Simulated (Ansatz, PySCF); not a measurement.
Breaking a bond: SiNa (anion, charge -1), lowest triplet found (which spin is the ground state isn't settled by this scan).

ROMP2 = MP2 on ROHF/aug-cc-pVDZ, frozen core (Ansatz, a program for electronic structure); ROHF/aug-cc-pVDZ (Ansatz); ROCCSDT(Q) = CCSDT(Q)/B on ROHF/aug-cc-pVDZ, frozen core (Ansatz); UKS-LDA (SVWN5)/6-31G* = unrestricted LDA (SVWN5)/6-31G*, spherical d (PySCF).

Energies are in kcal/mol, each relative to the lowest point of its own curve between 2.41 and 3.46 Å, where full CI is lowest.

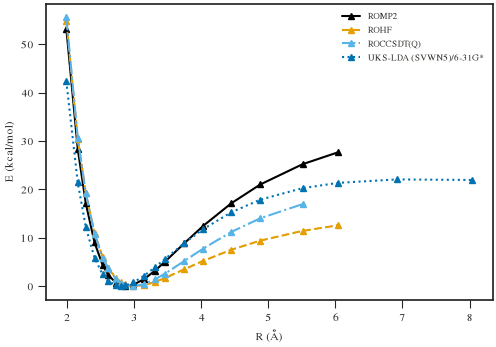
*Energy against bond length for each method.*

| R / Å | ROMP2 | ROHF | ROCCSDT(Q) | UKS-LDA (SVWN5)/6-31G* |
|---|---|---|---|---|
| 1.99 | 53.2 | 54.8 | 55.6 | 42.3 |
| 2.16 | 28.4 | 30.4 | 30.6 | 21.4 |
| 2.28 | 17.1 | 19.2 | 19.2 | 12.2 |
| 2.41 | 9.0 | 10.9 | 10.9 | 5.8 |
| 2.53 | 4.4 | 6.0 | 5.9 | 2.4 |
| 2.61 | 2.4 | 3.8 | 3.7 | 1.1 |
| 2.73 | 0.6 | 1.6 | 1.5 | 0.1 |
| 2.80 | 0.2 | 0.8 | 0.7 | 0.0 |
| 2.87 | 0.0 | 0.4 | 0.3 | 0.1 |
| 2.99 | 0.3 | 0.0 | 0.0 | 0.8 |
| 3.15 | 1.4 | 0.2 | 0.4 | 2.1 |
| 3.31 | 3.2 | 0.8 | 1.4 | 3.9 |
| 3.46 | 5.0 | 1.7 | 2.6 | 5.6 |
| 3.75 | 8.9 | 3.5 | 5.2 | 8.9 |
| 4.03 | 12.4 | 5.2 | 7.8 | 11.8 |
| 4.45 | 17.1 | 7.5 | 11.2 | 15.3 |
| 4.88 | 21.0 | 9.4 | 14.0 | 17.9 |
| 5.51 | 25.2 | 11.4 | 16.9 | 20.2 |
| 6.04 | 27.6 | 12.6 | — | 21.3 |
| 6.92 | — | — | — | 22.0 |
| 8.04 | — | — | — | 21.9 |

A dash means that the run gave no value there, or that the column was ended at a point which the program doubted or which failed a test of continuity chosen for this set; such a test can also cut sound points.

The T1 diagnostic of CCSD on the restricted reference of ROMP2, ROCCSDT(Q) exceeds 0.045 at 1.99 to 6.04 Å. Where the anion isn't bound against loss of the electron, the finite basis alone holds it. The unrestricted determinant behind UKS-LDA (SVWN5)/6-31G* is spin-contaminated at 1.99 to 9.36 Å (<S²> up to 2.6, against 2.00 for a pure triplet).
